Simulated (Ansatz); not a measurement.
# SnH3Cl + CH4: a complex and its separated parts, part 2 of 2

Ansatz 0.2.0, Gaussian basis. The steps go on from the part before.

**13. CAM-B3LYP-D4/def2-TZVPP**

The inputs:

parta/in.yaml

```yaml
crystal:
  periodic: [false, false, false]
  atoms:
    - {symbol: Sn, position_ang: [-2.145406, -0.272124, -0.564726]}
    - {symbol: H, position_ang: [-0.690040, -1.147245, -0.644146]}
    - {symbol: H, position_ang: [-3.295728, -1.005178, 0.449872]}
    - {symbol: H, position_ang: [-2.770284, 0.100182, -2.101260]}
    - {symbol: Cl, position_ang: [-1.616486, 1.771310, 0.429597]}
basis:
  gaussian: {orbitals: def2-TZVPP}
hamiltonian: {xc: {name: CAM-B3LYP}, dispersion: d4}
```

partb/in.yaml

```yaml
crystal:
  periodic: [false, false, false]
  atoms:
    - {symbol: C, position_ang: [2.103589, 0.110592, 0.486133]}
    - {symbol: H, position_ang: [1.301246, 0.833672, 0.630195]}
    - {symbol: H, position_ang: [3.038873, 0.526636, 0.859619]}
    - {symbol: H, position_ang: [1.870119, -0.804222, 1.030148]}
    - {symbol: H, position_ang: [2.204119, -0.113724, -0.575432]}
basis:
  gaussian: {orbitals: def2-TZVPP}
hamiltonian: {xc: {name: CAM-B3LYP}, dispersion: d4}
```

One command serves all of them, each in its own folder.

Run with:

```sh
> ansatz run in.yaml --threads 4 --pin off --events-out ev --progress --plain --max-ram 9574MiB
```

parta printed, cut to the lines that bear on the results:

```text
Functional definition: CAM-B3LYP
  name "CAM-B3LYP"
  cite "Yanai, Tew & Handy, Chem. Phys. Lett. 393, 51 (2004) doi:10.1016/j.cplett.2004.06.011"
  cite "Iikura, Tsuneda, Yanai & Hirao, J. Chem. Phys. 115, 3540 (2001) doi:10.1063/1.1383587"
  cite "Becke, Phys. Rev. A 38, 3098 (1988) doi:10.1103/PhysRevA.38.3098"
  cite "Lee, Yang & Parr, Phys. Rev. B 37, 785 (1988) doi:10.1103/PhysRevB.37.785"
[...]
  # Exact exchange under (alpha + beta erf(omega r))/r, Becke's under what is left of 1/r.
[...]
922 factors; their error is unknown
191 factors; integrals over basis functions are off by at most 2.3e-5 eV
[...]
mean field -18403.97624284 eV, -676.3336522614 hartree, gradient 2.6e-5 eV, S^2 0.000000; 0 other end points of the search recorded, 0 dependent functions left out
reference -18403.97636365 eV, -676.3336567009 hartree; 21, 21 occupied and 113, 113 virtual orbitals, 922 factors
Total energy: -18404.05027779 eV, -676.3363729954 hartree
```

Log of partb, cut to the lines that bear on the results:

```text
[... 6 set-up lines as earlier in the session ...]
[...]
  # Exact exchange under (alpha + beta erf(omega r))/r, Becke's under what is left of 1/r.
[...]
416 factors; their error is unknown
123 factors; integrals over basis functions are off by at most 3.8e-6 eV
[...]
mean field -1102.19258504 eV, -40.5048304071 hartree, gradient 9.6e-6 eV, S^2 0.000000; 0 other end points of the search recorded, 0 dependent functions left out
reference -1102.19267629 eV, -40.5048337606 hartree; 5, 5 occupied and 82, 82 virtual orbitals, 416 factors
Total energy: -1102.21100868 eV, -40.5055074634 hartree
```

Times: 2.1 s (parta), 0.61 s (partb) on 4 threads of Intel Xeon at 2.50GHz, shared host.

**14. wB97X-V/def2-TZVPP**

Each input of step 13 (parta, partb) changes in the same lines:

```diff
-hamiltonian: {xc: {name: CAM-B3LYP}, dispersion: d4}
+hamiltonian: {xc: {name: wB97X-V}}
```

Each run has its own folder and the same command.

Run with:

```sh
> ansatz run in.yaml --threads 4 --pin off --events-out ev --progress --plain --max-ram 9574MiB
```

Log of parta, cut to the lines that bear on the results:

```text
Functional definition: wB97X-V
  name "wB97X-V"
  cite "Mardirossian & Head-Gordon, Phys. Chem. Chem. Phys. 16, 9904 (2014) doi:10.1039/C3CP54374A"
[... 2 set-up lines as earlier in the session ...]
[...]
      + integral(e_c_pw_opposite_spin*poly(b97_u_opposite, cos0, cos1)) + vv10(b, c)
919 factors; their error is unknown
186 factors; integrals over basis functions are off by at most 3.5e-5 eV
[...]
mean field -18401.74049674 eV, -676.2514901073 hartree, gradient 1.9e-5 eV, S^2 0.000000; 0 other end points of the search recorded, 0 dependent functions left out
reference -18401.74049470 eV, -676.2514900325 hartree; 21, 21 occupied and 113, 113 virtual orbitals, 919 factors
Total energy: -18401.74049470 eV, -676.2514900325 hartree
```

Output in partb, cut to the lines that bear on the results:

```text
[... 5 set-up lines as earlier in the session ...]
[...]
      + integral(e_c_pw_opposite_spin*poly(b97_u_opposite, cos0, cos1)) + vv10(b, c)
416 factors; their error is unknown
123 factors; integrals over basis functions are off by at most 1.3e-5 eV
[...]
mean field -1102.50992445 eV, -40.5164924156 hartree, gradient 2.5e-5 eV, S^2 0.000000; 0 other end points of the search recorded, 0 dependent functions left out
reference -1102.50992311 eV, -40.5164923662 hartree; 5, 5 occupied and 82, 82 virtual orbitals, 416 factors
Total energy: -1102.50992311 eV, -40.5164923662 hartree
```

Wall times: 4 s (parta), 1.4 s (partb) on 4 threads of Intel Xeon at 2.50GHz, shared host.

**15. wB97M-V/def2-TZVPP**

The same edit goes into each in.yaml of step 14 (parta, partb):

```diff
-hamiltonian: {xc: {name: wB97X-V}}
+hamiltonian: {xc: {name: wB97M-V}}
```

Each run has its own folder and the same command.

Run with:

```sh
> ansatz run in.yaml --threads 4 --pin off --events-out ev --progress --plain --max-ram 9574MiB
```

Log of parta, cut to the lines that bear on the results:

```text
Functional definition: wB97M-V
  name "wB97M-V"
  cite "Mardirossian & Head-Gordon, J. Chem. Phys. 144, 214110 (2016) doi:10.1063/1.4952647"
[... 2 set-up lines as earlier in the session ...]
  # Of w^i u^j: cxij and so on, Table III.
[...]
  gx(w, u) = 1 - cx + cx01*u + cx10*w
[...]
      + integral(e_c_pw_mod_opposite_spin*gos(b97_w_opposite, b97_u_opposite)) + vv10(b, c)
919 factors; their error is unknown
186 factors; integrals over basis functions are off by at most 3.5e-5 eV
[...]
mean field -18401.80132900 eV, -676.2537256517 hartree, gradient 2.3e-5 eV, S^2 0.000000; 0 other end points of the search recorded, 0 dependent functions left out
reference -18401.80137989 eV, -676.2537275219 hartree; 21, 21 occupied and 113, 113 virtual orbitals, 919 factors
Total energy: -18401.80137989 eV, -676.2537275219 hartree
```

Log of partb, cut to the lines that bear on the results:

```text
[... 5 set-up lines as earlier in the session ...]
  # Of w^i u^j: cxij and so on, Table III.
[...]
  gx(w, u) = 1 - cx + cx01*u + cx10*w
[...]
      + integral(e_c_pw_mod_opposite_spin*gos(b97_w_opposite, b97_u_opposite)) + vv10(b, c)
416 factors; their error is unknown
123 factors; integrals over basis functions are off by at most 1.3e-5 eV
[...]
mean field -1101.86517657 eV, -40.4927983679 hartree, gradient 1.9e-5 eV, S^2 0.000000; 0 other end points of the search recorded, 0 dependent functions left out
reference -1101.86520911 eV, -40.4927995639 hartree; 5, 5 occupied and 82, 82 virtual orbitals, 416 factors
Total energy: -1101.86520911 eV, -40.4927995639 hartree
```

They took 4 s (parta), 1.3 s (partb) on 4 threads of Intel Xeon at 2.50GHz, shared host.

**16. B2PLYP/def2-TZVPP**

The same edit goes into each in.yaml of step 15 (parta, partb):

```diff
-hamiltonian: {xc: {name: wB97M-V}}
+hamiltonian: {xc: {name: B2PLYP}}
```

Each run has its own folder and the same command.

Run with:

```sh
> ansatz run in.yaml --threads 4 --pin off --events-out ev --progress --plain --max-ram 9574MiB
```

Log of parta, cut to the lines that bear on the results:

```text
Functional definition: B2PLYP
  name "B2PLYP"
  cite "Grimme, J. Chem. Phys. 124, 034108 (2006) doi:10.1063/1.2148954"
[... 2 set-up lines as earlier in the session ...]
[...]
934 factors; integrals over basis functions are off by at most 1.2e-3 eV
[...]
mean field -18390.05316713 eV, -675.8219886664 hartree, gradient 6.1e-6 eV, S^2 0.000000; 0 other end points of the search recorded, 0 dependent functions left out
9 core orbitals not correlated: weight in the atoms' cores, before any rotation towards them, 1.000 or more for the frozen orbitals, at most 0.000 for the correlated occupied ones
reference -18390.05332109 eV, -675.8219943243 hartree; 12, 12 occupied and 113, 113 virtual orbitals, 934 factors
second order -17.12952399 eV of doubles, -0.00000000 eV of singles
Total energy: -18394.67829257 eV, -675.9919588912 hartree
```

Log of partb, cut to the lines that bear on the results:

```text
[... 5 set-up lines as earlier in the session ...]
[...]
482 factors; integrals over basis functions are off by at most 1.1e-3 eV
[...]
mean field -1099.97185025 eV, -40.4232199091 hartree, gradient 3.5e-6 eV, S^2 0.000000; 0 other end points of the search recorded, 0 dependent functions left out
1 core orbitals not correlated: weight in the atoms' cores, before any rotation towards them, 1.000 or more for the frozen orbitals, at most 0.000 for the correlated occupied ones
reference -1099.97196739 eV, -40.4232242138 hartree; 4, 4 occupied and 82, 82 virtual orbitals, 482 factors
second order -6.44340131 eV of doubles, -0.00000000 eV of singles
Total energy: -1101.71168574 eV, -40.4871576841 hartree
```

They took 2.8 s (parta), 0.76 s (partb) on 4 threads of Intel Xeon at 2.50GHz, shared host.

**17. PBE-QIDH/def2-TZVPP**

Each input of step 16 (parta, partb) changes in the same lines:

```diff
-hamiltonian: {xc: {name: B2PLYP}}
+hamiltonian: {xc: {name: PBE-QIDH}}
```

Each run has its own folder and the same command.

Run with:

```sh
> ansatz run in.yaml --threads 4 --pin off --events-out ev --progress --plain --max-ram 9574MiB
```

Output in parta, cut to the lines that bear on the results:

```text
Functional definition: PBE-QIDH
  name "PBE-QIDH"
  cite "Brémond, Sancho-García, Pérez-Jiménez & Adamo, J. Chem. Phys. 141, 031101 (2014) doi:10.1063/1.4890314"
[... 1 set-up line as earlier in the session ...]
[...]
934 factors; integrals over basis functions are off by at most 1.2e-3 eV
[...]
mean field -18387.09525981 eV, -675.7132875771 hartree, gradient 5.4e-6 eV, S^2 0.000000; 0 other end points of the search recorded, 0 dependent functions left out
9 core orbitals not correlated: weight in the atoms' cores, before any rotation towards them, 1.000 or more for the frozen orbitals, at most 0.000 for the correlated occupied ones
reference -18387.09527166 eV, -675.7132880128 hartree; 12, 12 occupied and 113, 113 virtual orbitals, 934 factors
second order -15.99170844 eV of doubles, -0.00000000 eV of singles
Total energy: -18392.42584114 eV, -675.9091828280 hartree
```

partb printed, cut to the lines that bear on the results:

```text
[... 4 set-up lines as earlier in the session ...]
[...]
482 factors; integrals over basis functions are off by at most 1.1e-3 eV
[...]
mean field -1099.27816942 eV, -40.3977276086 hartree, gradient 5.0e-6 eV, S^2 0.000000; 0 other end points of the search recorded, 0 dependent functions left out
1 core orbitals not correlated: weight in the atoms' cores, before any rotation towards them, 1.000 or more for the frozen orbitals, at most 0.000 for the correlated occupied ones
reference -1099.27817775 eV, -40.3977279148 hartree; 4, 4 occupied and 82, 82 virtual orbitals, 482 factors
second order -6.01424927 eV of doubles, -0.00000000 eV of singles
Total energy: -1101.28292751 eV, -40.4714011095 hartree
```

Wall times: 3.1 s (parta), 0.81 s (partb) on 4 threads of Intel Xeon at 2.50GHz, shared host.

**18. RPA on PBE/def2-TZVPP**

The same edit goes into each in.yaml of step 17 (parta, partb):

```diff
-hamiltonian: {xc: {name: PBE-QIDH}}
+hamiltonian: {xc: pbe}
+correlation: {method: rpa}
```

The same command starts each run, in its folder.

Run with:

```sh
> ansatz run in.yaml --threads 4 --pin off --events-out ev --progress --plain --max-ram 9574MiB
```

Log of parta, cut to the lines that bear on the results:

```text
[... 4 set-up lines as earlier in the session ...]
[...]
934 factors; integrals over basis functions are off by at most 1.2e-3 eV
[...]
mean field -18398.57350352 eV, -676.1351052532 hartree, gradient 4.7e-6 eV, S^2 0.000000; 0 other end points of the search recorded, 0 dependent functions left out
9 core orbitals not correlated: weight in the atoms' cores, before any rotation towards them, 1.000 or more for the frozen orbitals, at most 0.000 for the correlated occupied ones
reference -18356.83491029 eV, -674.6012402436 hartree; 12, 12 occupied and 113, 113 virtual orbitals, 934 factors
Total energy: -18379.30487085 eV, -675.4269960635 hartree
```

Output in partb, cut to the lines that bear on the results:

```text
[... 4 set-up lines as earlier in the session ...]
[...]
482 factors; integrals over basis functions are off by at most 1.1e-3 eV
[...]
mean field -1101.08955329 eV, -40.4642947382 hartree, gradient 4.9e-6 eV, S^2 0.000000; 0 other end points of the search recorded, 0 dependent functions left out
1 core orbitals not correlated: weight in the atoms' cores, before any rotation towards them, 1.000 or more for the frozen orbitals, at most 0.000 for the correlated occupied ones
reference -1094.05485467 eV, -40.2057743321 hartree; 4, 4 occupied and 82, 82 virtual orbitals, 482 factors
Total energy: -1103.78824041 eV, -40.5634696606 hartree
```

Times: 2.8 s (parta), 0.75 s (partb) on 4 threads of Intel Xeon at 2.50GHz, shared host.

**19. CCSD(T)/def2-TZVPP**

Each input of step 18 (parta, partb) changes in the same lines:

```diff
-hamiltonian: {xc: pbe}
-correlation: {method: rpa}
+correlation: {method: ccsd_t}
```

Each run has its own folder and the same command.

Run with:

```sh
> ansatz run in.yaml --threads 4 --pin off --events-out ev --progress --plain --max-ram 9574MiB
```

Log of parta, cut to the lines that bear on the results:

```text
Functional definition: HF
  name "HF"
  cite "Fock, Z. Phys. 61, 126 (1930) doi:10.1007/BF01340294"
[... 1 set-up line as earlier in the session ...]
[...]
934 factors; integrals over basis functions are off by at most 1.2e-3 eV
[...]
mean field -18357.78902517 eV, -674.6363033188 hartree, gradient 1.7e-6 eV, S^2 0.000000; 0 other end points of the search recorded, 0 dependent functions left out
9 core orbitals not correlated: weight in the atoms' cores, before any rotation towards them, 1.000 or more for the frozen orbitals, at most 0.000 for the correlated occupied ones
reference -18357.78902517 eV, -674.6363033188 hartree; 12, 12 occupied and 113, 113 virtual orbitals, 934 factors
second order -14.26483298 eV of doubles, -0.00000000 eV of singles
cycle   1  -14.55404130 eV  change   -2.9e-1 eV  update   8.3e-2
[...]
cycle   8  -14.97369459 eV  change   -8.0e-6 eV  update   2.6e-5
perturbative correction -0.46900246 eV, -0.0172355227 hartree
Total energy: -18373.23172223 eV, -675.2038119683 hartree
```

partb printed, cut to the lines that bear on the results:

```text
[... 4 set-up lines as earlier in the session ...]
[...]
482 factors; integrals over basis functions are off by at most 1.1e-3 eV
[...]
mean field -1094.28756945 eV, -40.2143264424 hartree, gradient 9.6e-7 eV, S^2 0.000000; 0 other end points of the search recorded, 0 dependent functions left out
1 core orbitals not correlated: weight in the atoms' cores, before any rotation towards them, 1.000 or more for the frozen orbitals, at most 0.000 for the correlated occupied ones
reference -1094.28756945 eV, -40.2143264424 hartree; 4, 4 occupied and 82, 82 virtual orbitals, 482 factors
second order -5.38052925 eV of doubles, -0.00000000 eV of singles
cycle   1  -5.77368332 eV  change   -3.9e-1 eV  update   4.2e-2
[...]
cycle   8  -5.93357889 eV  change   -2.0e-7 eV  update   1.3e-6
perturbative correction -0.16938421 eV, -0.0062247548 hartree
Total energy: -1100.39053255 eV, -40.4386061996 hartree
```

They took 7 s (parta), 1.2 s (partb) on 4 threads of Intel Xeon at 2.50GHz, shared host.

**20. Vibrations of SnH3Cl**

File vib-parta/in.yaml:

```yaml
crystal:
  periodic: [false, false, false]
  atoms:
    - {symbol: Sn, position_ang: [-2.145406, -0.272124, -0.564726]}
    - {symbol: H, position_ang: [-0.690040, -1.147245, -0.644146]}
    - {symbol: H, position_ang: [-3.295728, -1.005178, 0.449872]}
    - {symbol: H, position_ang: [-2.770284, 0.100182, -2.101260]}
    - {symbol: Cl, position_ang: [-1.616486, 1.771310, 0.429597]}
basis:
  gaussian: {orbitals: def2-TZVP}
hamiltonian: {xc: pbe0, dispersion: d4}
phonons: {temperatures: {t_min: 298.15, t_max: 900, t_step: 200}}
```

Run with:

```sh
> ansatz run in.yaml --threads 4 --pin off --events-out ev --progress --plain --max-ram 9574MiB
```

Log, cut to the lines that bear on the results:

```text
[... 5 set-up lines as earlier in the session ...]
[...]
861 factors; their error is unknown
[...]
mean field -18399.98071963 eV, -676.1868194913 hartree, gradient 5.1e-5 eV, S^2 0.000000; 0 other end points of the search recorded, 0 dependent functions left out
[...]
Atom 2 at    -3.295728    -1.005178     0.449872 Å, force     0.000061    -0.000390    -0.000274 eV/Å
Atom 3 at    -2.770284     0.100182    -2.101260 Å, force     0.000022    -0.000473    -0.000082 eV/Å
Atom 4 at    -1.616486     1.771310     0.429597 Å, force     0.000545     0.002310     0.001113 eV/Å
Dipole moment:    -0.117505    -0.453899    -0.220868 e Å
Vibrations: 371.40 488.04 488.15 701.75 705.09 705.33 1971.17 1978.83 1979.09 cm⁻¹, zero-point energy 0.582034 eV
```

Run time: 24 s. Hardware: 4 threads of Intel Xeon at 2.50GHz, shared host.

The modes, with what each moves most:

```csv
mode,wavenumber (cm⁻¹),character
1,371,Sn–Cl stretch
2,488,bend
3,488,bend
4,702,bend
5,705,bend
6,705,bend
7,1971,Sn–H stretch
8,1979,Sn–H stretch
9,1979,Sn–H stretch
```

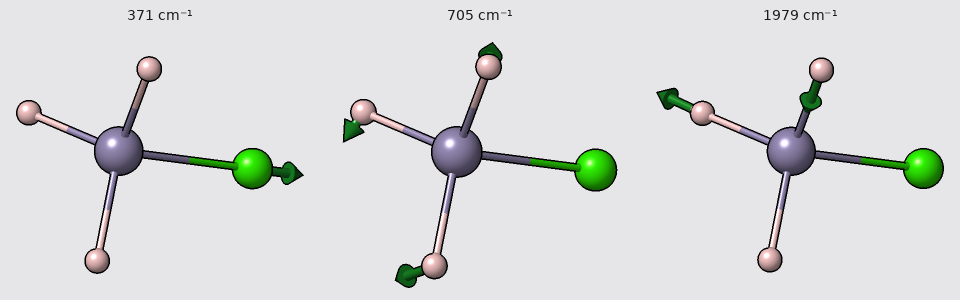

How the atoms move in 3 of the modes.

Vibrational sums (real modes only):

```
T (K)  entropy (J/mol/K)  heat capacity (J/mol/K)
  298               14.1                     27.6
  498               32.0                     42.3
  698               47.9                     51.5
  898               61.7                     57.8
```

**21. Vibrations of CH4**

File vib-partb/in.yaml:

```yaml
crystal:
  periodic: [false, false, false]
  atoms:
    - {symbol: C, position_ang: [2.103589, 0.110592, 0.486133]}
    - {symbol: H, position_ang: [1.301246, 0.833672, 0.630195]}
    - {symbol: H, position_ang: [3.038873, 0.526636, 0.859619]}
    - {symbol: H, position_ang: [1.870119, -0.804222, 1.030148]}
    - {symbol: H, position_ang: [2.204119, -0.113724, -0.575432]}
basis:
  gaussian: {orbitals: def2-TZVP}
hamiltonian: {xc: pbe0, dispersion: d4}
phonons: {temperatures: {t_min: 298.15, t_max: 900, t_step: 200}}
```

Run with:

```sh
> ansatz run in.yaml --threads 4 --pin off --events-out ev --progress --plain --max-ram 9574MiB
```

Log, cut to the lines that bear on the results:

```text
[... 5 set-up lines as earlier in the session ...]
[...]
356 factors; their error is unknown
[...]
mean field -1101.35639252 eV, -40.4741008990 hartree, gradient 1.1e-5 eV, S^2 0.000000; 0 other end points of the search recorded, 0 dependent functions left out
[...]
Atom 2 at     3.038873     0.526636     0.859619 Å, force     0.000145     0.000059     0.000055 eV/Å
Atom 3 at     1.870119    -0.804222     1.030148 Å, force    -0.000040    -0.000063     0.000084 eV/Å
Atom 4 at     2.204119    -0.113724    -0.575432 Å, force     0.000001     0.000021    -0.000110 eV/Å
Dipole moment:     0.000001    -0.000001    -0.000000 e Å
Vibrations: 1326.40 1326.40 1326.41 1551.05 1551.06 3046.94 3167.79 3167.83 3167.83 cm⁻¹, zero-point energy 1.217010 eV
```

Run time: 5 s. Hardware: 4 threads of Intel Xeon at 2.50GHz, shared host.

Wavenumbers and character of the modes:

```csv
mode,wavenumber (cm⁻¹),character
1,1326,bend
2,1326,bend
3,1326,bend
4,1551,bend
5,1551,bend
6,3047,C–H stretch
7,3168,C–H stretch
8,3168,C–H stretch
9,3168,C–H stretch
```

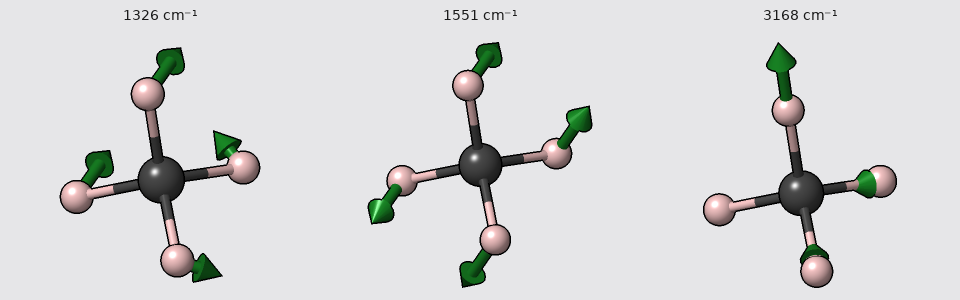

Displacements of 3 modes, as arrows.

Vibrational sums (real modes only):

```csv
T (K),entropy (J/mol/K),heat capacity (J/mol/K)
298,0.4,2.2
498,3.7,12.5
698,9.8,23.6
898,16.9,33.1
```

**22. Complex less separated parts**

The complex's own energies come from single points at the same levels.

Rows are in def2-TZVPP; times add the 3 runs of a level on a shared host, so small differences are noise.

Differences are taken before rounding.

| method | rung | complex less parts (kJ/mol) | from CCSD(T) (kJ/mol) | time |
| --- | --- | --- | --- | --- |
| SPW92 | LDA | -7.3 | -3.3 | 3.2 s |
| PBE-D4 | GGA | -5.6 | -1.7 | 4.2 s |
| BLYP-D4 | GGA | -4.2 | -0.3 | 4.9 s |
| r2SCAN-D4 | meta-GGA | -3.6 | +0.3 | 7.3 s |
| B97M-V | meta-GGA | -4.0 | -0.1 | 14 s |
| PBE0-D4 | hybrid | -5.0 | -1.1 | 5.8 s |
| B3LYP-D4 | hybrid | -4.6 | -0.6 | 6.5 s |
| r2SCAN0-D4 | hybrid | -3.9 | +0.1 | 10 s |
| BHLYP-D4 | hybrid | -4.8 | -0.9 | 6.5 s |
| CAM-B3LYP-D4 | range-separated hybrid | -4.7 | -0.8 | 7.7 s |
| wB97X-V | range-separated hybrid | -4.4 | -0.4 | 16 s |
| wB97M-V | range-separated hybrid | -4.3 | -0.3 | 16 s |
| B2PLYP | double hybrid | -1.0 | +3.0 | 12 s |
| PBE-QIDH | double hybrid | -2.4 | +1.6 | 13 s |
| RPA on PBE | RPA | -3.2 | +0.8 | 11 s |
| Hartree-Fock | wavefunction | 2.4 | +6.4 |  |
| MP2 | wavefunction | -4.2 | -0.2 |  |
| CCSD | wavefunction | -3.1 | +0.9 |  |
| CCSD(T) | wavefunction | -4.0 | 0 | 2.1 min |

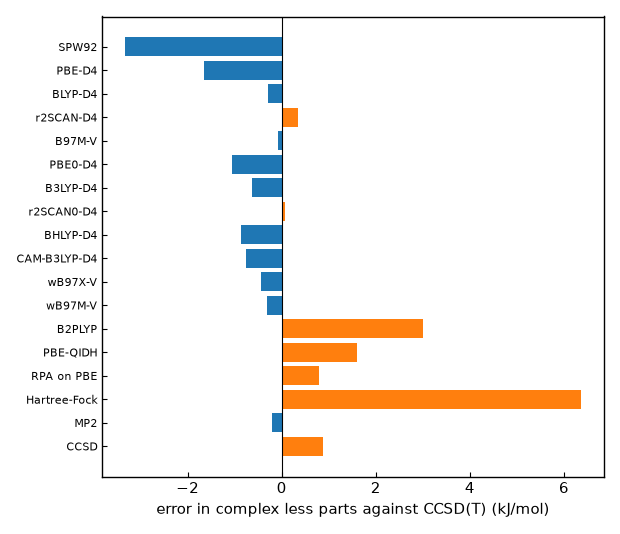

Error of each method against CCSD(T).

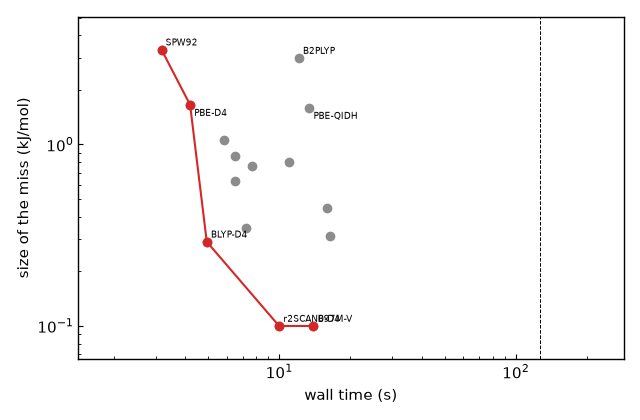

Miss against cost. Red marks the levels that no quicker level drawn beats (of those quicker than the yardstick), and the dashed line is the time of CCSD(T). Only those levels and the largest misses are named. Misses under 0.1 kJ/mol are drawn at that value. Times are from a shared host.

B97M-V reaches 0.1 kJ/mol from the reference in 14 s, where CCSD(T) took 2.1 min; the quickest level in the cost chart, SPW92, takes 3.2 s and misses by 3.3 kJ/mol.

The complex's zero-point energy, from a separate PBE0-D4 run, is 1.819 eV.

**23. Results**

What follows sums up all 2 parts.

```
                              quantity        value
complex less parts, CCSD(T)/def2-TZVPP  -4.0 kJ/mol
                with zero-point energy  -2.1 kJ/mol
                 largest T1 diagnostic        0.012
```

**Reading.** At CCSD(T) the complex lies 4.0 kJ/mol below its parts. Among the functionals B97M-V lands nearest to CCSD(T) (-0.1 kJ/mol) and SPW92 farthest (-3.3 kJ/mol). r2SCAN0-D4 is as near within the digits shown. By rung, the mean size of the error is: LDA 3.3, GGA 1.0, meta-GGA 0.2, hybrid 0.7, range-separated hybrid 0.5, double hybrid 2.3 kJ/mol. The double hybrids carry no dispersion term here, unlike the levels marked D4 or V. PBE-D4 gives a relative energy 1.7 kJ/mol too low, an error of 42 % of the reference. The complex's frequency run has imaginary modes: the structure is no minimum, so both the energy and the zero-point correction are in doubt. No counterpoise was applied, and triple zeta lacks some correlation, so the CCSD(T) reference has a basis error of its own, and close matches with it are partly luck.
